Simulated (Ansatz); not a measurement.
**GaH₇SSi₂: how energies converge with the basis set**

How large a basis does GaH₇SSi₂ need? Two functionals are run in growing sets.

Method: one geometry, several basis sets; program: Ansatz 0.2.0, Gaussian basis.

Plan: PBE0-D4/def2-SVP; ωB97M-V/def2-SVP; PBE0-D4/def2-QZVPP; ωB97M-V/def2-QZVPP; the functionals' def2-TZVPP values are taken from earlier runs.

### 1 Structure used throughout

The geometry comes from an earlier relaxation with PBE0-D4 in a triple-zeta def2 set; it is a stationary point, not always the lowest conformer.

SMILES `[SiH3][SiH2][S][GaH2]`, 11 atoms, charge 0, spin multiplicity 1.

Atoms are counted from 1 here; the program's logs count them from 0.

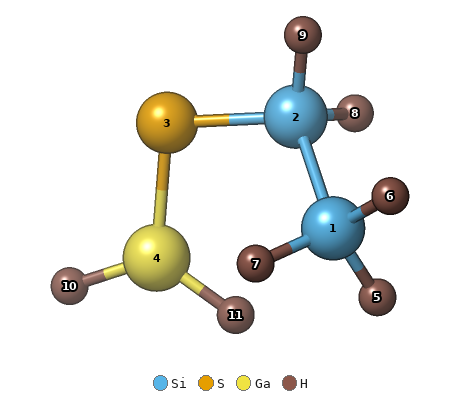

The structure; silicon blue, sulfur amber, gallium yellow, hydrogen brown; atoms are numbered from 1 in the order of the file.

Geometry (Å):

```mol
GaH7SSi2
  3D, bonds by distance, orders not assigned

 11 10  0  0  0  0  0  0  0  0999 V2000
   -1.3921    0.9719    0.0414 Si  0  0
   -0.0712   -0.4435    1.3729 Si  0  0
    1.9875   -0.5038    0.7721 S   0  0
    1.7803   -0.6777   -1.4116 Ga  0  0
   -2.1202    0.2174   -1.0114 H   0  0
   -2.3918    1.6672    0.8982 H   0  0
   -0.5276    1.9935   -0.6104 H   0  0
   -0.6497   -1.8153    1.3882 H   0  0
   -0.0638    0.0596    2.7727 H   0  0
    3.1148   -0.7858   -2.2082 H   0  0
    0.3339   -0.6835   -2.0040 H   0  0
  1  2  8  0
  2  3  8  0
  3  4  8  0
  1  5  8  0
  1  6  8  0
  1  7  8  0
  2  8  8  0
  2  9  8  0
  4 10  8  0
  4 11  8  0
M  END
```

### 2 PBE0-D4 in def2-SVP

in.yaml

```yaml
crystal:
  periodic: [false, false, false]
  atoms:
    - {symbol: Si, position_ang: [-1.392124, 0.971898, 0.041430]}
    - {symbol: Si, position_ang: [-0.071225, -0.443481, 1.372905]}
    - {symbol: S, position_ang: [1.987484, -0.503831, 0.772142]}
    - {symbol: Ga, position_ang: [1.780333, -0.677682, -1.411617]}
    - {symbol: H, position_ang: [-2.120231, 0.217411, -1.011426]}
    - {symbol: H, position_ang: [-2.391773, 1.667247, 0.898169]}
    - {symbol: H, position_ang: [-0.527591, 1.993499, -0.610381]}
    - {symbol: H, position_ang: [-0.649719, -1.815326, 1.388250]}
    - {symbol: H, position_ang: [-0.063827, 0.059614, 2.772704]}
    - {symbol: H, position_ang: [3.114814, -0.785796, -2.208167]}
    - {symbol: H, position_ang: [0.333868, -0.683543, -2.004010]}
basis:
  gaussian: {orbitals: def2-SVP}
hamiltonian: {xc: pbe0, dispersion: d4}
output: {orbitals: {seedname: orbitals}}
```

Command:

```sh
$ ansatz run in.yaml --threads 4 --pin off --events-out ev --progress --plain --max-ram 10444MiB
```

Output:

```text
Functional definition: PBE0
  name "PBE0"
  cite "Adamo & Barone, J. Chem. Phys. 110, 6158 (1999) doi:10.1063/1.478522"
  cite "Perdew, Burke & Ernzerhof, Phys. Rev. Lett. 77, 3865 (1996) doi:10.1103/PhysRevLett.77.3865"
  parent pbe
  parameter a = 0.25
  parameter kappa = 0.804
  parameter beta = 0.06672455060314922
  exchange = (1 - a)*pbe_x(kappa = kappa, mu = beta*pi^2/3) + a*exact_x
  correlation = pbe_c(beta = beta)
1176 factors; integrals over basis functions are off by at most 1.2e-3 eV
mean field evaluation 1: about -79050.1976 eV, gradient 2.3e1 eV
mean field evaluation 2: about -79050.0591 eV, gradient 2.7e1 eV
mean field evaluation 4: about -79051.1794 eV, gradient 7.7e-1 eV
mean field evaluation 8: about -79051.2136 eV, gradient 4.4e-2 eV
mean field evaluation 16: about -79051.2136 eV, gradient 2.8e-5 eV
mean field -79051.21363048 eV, -2905.0785180831 hartree, gradient 2.8e-5 eV, S^2 0.000000; 0 other end points of the search recorded, 0 dependent functions left out
reference -79051.21366352 eV, -2905.0785192971 hartree; 41, 41 occupied and 80, 80 virtual orbitals, 1176 factors
Total energy: -79051.50786383 eV, -2905.0893309591 hartree
```

Run time: 0.65 s. Hardware: 4 threads of AMD EPYC 9R45, shared host.

### 3 ωB97M-V in def2-SVP

Edit in.yaml of step 2 so:

```diff
@@ -16,3 +16,3 @@
   gaussian: {orbitals: def2-SVP}
-hamiltonian: {xc: pbe0, dispersion: d4}
+hamiltonian: {xc: {name: wB97M-V}}
 output: {orbitals: {seedname: orbitals}}
```

The command is unchanged.

Output (excerpt; [...] marks lines left out):

```text
Functional definition: wB97M-V
  name "wB97M-V"
  cite "Mardirossian & Head-Gordon, J. Chem. Phys. 144, 214110 (2016) doi:10.1063/1.4952647"
  cite "Becke, J. Chem. Phys. 107, 8554 (1997) doi:10.1063/1.475007"
  cite "Vydrov & Van Voorhis, J. Chem. Phys. 133, 244103 (2010) doi:10.1063/1.3521275"
  # Of w^i u^j: cxij and so on, Table III.
[...]
  gx(w, u) = 1 - cx + cx01*u + cx10*w
  gss(w, u) = css00 + css04*u^4 + css10*w + css20*w^2 + css43*w^4*u^3
  gos(w, u) = cos00 + cos10*w + (cos20 + cos21*u)*w^2 + (cos60 + cos61*u)*w^6
[...]
      + integral(e_c_pw_mod_opposite_spin*gos(b97_w_opposite, b97_u_opposite)) + vv10(b, c)
1176 factors; integrals over basis functions are off by at most 1.2e-3 eV
412 factors; integrals over basis functions are off by at most 5.4e-6 eV
[...]
mean field -79063.46415096 eV, -2905.5287164070 hartree, gradient 2.6e-5 eV, S^2 0.000000; 0 other end points of the search recorded, 0 dependent functions left out
reference -79063.46420559 eV, -2905.5287184147 hartree; 41, 41 occupied and 80, 80 virtual orbitals, 1176 factors
Total energy: -79063.46420559 eV, -2905.5287184147 hartree
```

It took 2.2 s on 4 threads of AMD EPYC 9R45, shared host.

### 4 PBE0-D4 in def2-QZVPP

Edit in.yaml of step 3 so:

```diff
@@ -15,4 +15,4 @@
 basis:
-  gaussian: {orbitals: def2-SVP}
-hamiltonian: {xc: {name: wB97M-V}}
+  gaussian: {orbitals: "def2-QZVPP.json"}
+hamiltonian: {xc: pbe0, dispersion: d4}
 output: {orbitals: {seedname: orbitals}}
```

Launched as before.

Output:

```text
Functional definition: PBE0
  name "PBE0"
  cite "Adamo & Barone, J. Chem. Phys. 110, 6158 (1999) doi:10.1063/1.478522"
  cite "Perdew, Burke & Ernzerhof, Phys. Rev. Lett. 77, 3865 (1996) doi:10.1103/PhysRevLett.77.3865"
  parent pbe
  parameter a = 0.25
  parameter kappa = 0.804
  parameter beta = 0.06672455060314922
  exchange = (1 - a)*pbe_x(kappa = kappa, mu = beta*pi^2/3) + a*exact_x
  correlation = pbe_c(beta = beta)
2156 factors; their error is unknown
mean field evaluation 1: about -79067.6617 eV, gradient 2.9e1 eV
mean field evaluation 2: about -79067.4857 eV, gradient 3.9e1 eV
mean field evaluation 4: about -79069.1563 eV, gradient 1.4e0 eV
mean field evaluation 8: about -79069.3305 eV, gradient 4.8e-1 eV
mean field evaluation 16: about -79069.3305 eV, gradient 5.3e-5 eV
mean field -79069.33050189 eV, -2905.7443008274 hartree, gradient 5.3e-5 eV, S^2 0.000000; 0 other end points of the search recorded, 0 dependent functions left out
reference -79069.33055262 eV, -2905.7443026915 hartree; 41, 41 occupied and 468, 468 virtual orbitals, 2156 factors
Total energy: -79069.62475293 eV, -2905.7551143534 hartree
```

Run time: 4.7 s. Hardware: 4 threads of AMD EPYC 9R45, shared host; peak memory 2.7 GiB.

### 5 ωB97M-V in def2-QZVPP

Edit in.yaml of step 4 so:

```diff
@@ -16,3 +16,3 @@
   gaussian: {orbitals: "def2-QZVPP.json"}
-hamiltonian: {xc: pbe0, dispersion: d4}
+hamiltonian: {xc: {name: wB97M-V}}
 output: {orbitals: {seedname: orbitals}}
```

The command is unchanged.

Output (excerpt; [...] marks lines left out):

```text
Functional definition: wB97M-V
  name "wB97M-V"
  cite "Mardirossian & Head-Gordon, J. Chem. Phys. 144, 214110 (2016) doi:10.1063/1.4952647"
  cite "Becke, J. Chem. Phys. 107, 8554 (1997) doi:10.1063/1.475007"
  cite "Vydrov & Van Voorhis, J. Chem. Phys. 133, 244103 (2010) doi:10.1063/1.3521275"
  # Of w^i u^j: cxij and so on, Table III.
[...]
  gx(w, u) = 1 - cx + cx01*u + cx10*w
  gss(w, u) = css00 + css04*u^4 + css10*w + css20*w^2 + css43*w^4*u^3
  gos(w, u) = cos00 + cos10*w + (cos20 + cos21*u)*w^2 + (cos60 + cos61*u)*w^6
[...]
      + integral(e_c_pw_mod_opposite_spin*gos(b97_w_opposite, b97_u_opposite)) + vv10(b, c)
2083 factors; their error is unknown
445 factors; integrals over basis functions are off by at most 9.1e-6 eV
[...]
mean field -79081.52516887 eV, -2906.1924465730 hartree, gradient 8.7e-5 eV, S^2 0.000000; 0 other end points of the search recorded, 0 dependent functions left out
reference -79081.52524978 eV, -2906.1924495464 hartree; 41, 41 occupied and 468, 468 virtual orbitals, 2083 factors
Total energy: -79081.52524978 eV, -2906.1924495464 hartree
```

Run time: 9.5 s. Hardware: 4 threads of AMD EPYC 9R45, shared host; peak memory 3.1 GiB.

### 6 Functionals by basis

The def2-TZVPP values come from earlier runs at the same geometry.

| functional | basis | functions | energy (eV) | from the largest (eV) | HOMO (eV) | LUMO (eV) |
| --- | --- | --- | --- | --- | --- | --- |
| PBE0-D4 | def2-SVP | 121 | -79051.5079 | 18.117 | -7.47 | -1.67 |
| PBE0-D4 | def2-TZVPP | 272 | -79067.5760 | 2.049 | -7.49 | -1.73 |
| PBE0-D4 | def2-QZVPP | 509 | -79069.6248 | 0.000 | -7.49 | -1.76 |
| ωB97M-V | def2-SVP | 121 | -79063.4642 | 18.061 | -9.48 | 0.07 |
| ωB97M-V | def2-TZVPP | 272 | -79079.5567 | 1.969 | -9.54 | -0.04 |
| ωB97M-V | def2-QZVPP | 509 | -79081.5252 | 0.000 | -9.54 | -0.17 |

### 7 Results

| quantity | value |
| --- | --- |
| PBE0-D4: double and triple zeta above quadruple | 18.12, 2.05 eV |
| ωB97M-V: double and triple zeta above quadruple | 18.06, 1.97 eV |

What this shows: PBE0-D4 gains 16.07 eV from double to triple zeta, then 2.05 eV more. These are total energies; as a rule much of such shifts cancels in differences, which this series doesn't test.

For PBE0-D4 the largest set took about 7 times as long as the smallest (4.7 s against 0.65 s).
